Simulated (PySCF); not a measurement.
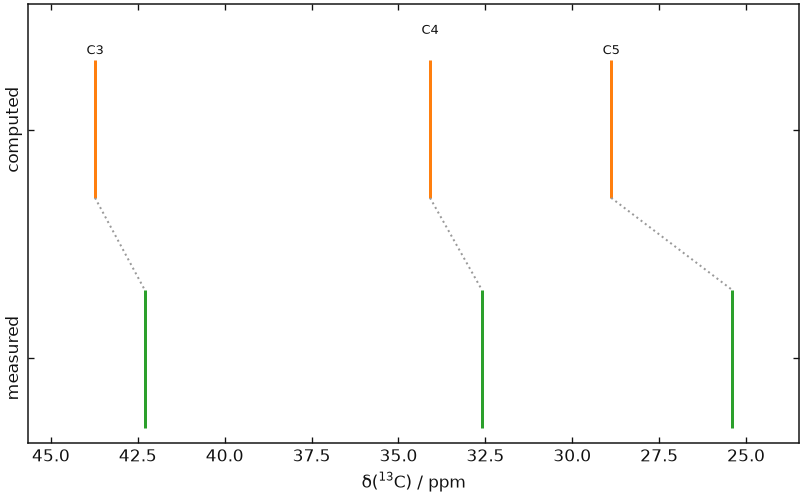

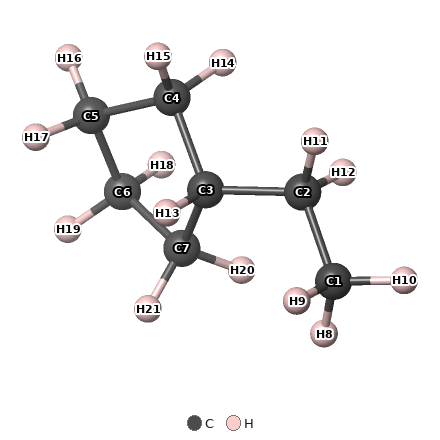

¹³C shifts of C₇H₁₄ (ethylcyclopentane), SMILES CCC1CCCC1 against TMS: GIAO PBE0/6-311+G(2d,p) (PySCF) for one gas-phase conformer (PBE0-D3(BJ)/def2-SVP, like atoms averaged; labels name one atom of each set) above, published measurements (solution) below; dotted lines join the same nuclei. Only nuclei with a measured value are shown, one named for each set of like atoms.

How well does the calculation match?

Mean error 2.1 ppm, mean absolute error 2.1 ppm; the largest is 3.5 ppm, for C5.

Is the order of the signals reproduced?

Yes, no dotted lines cross.
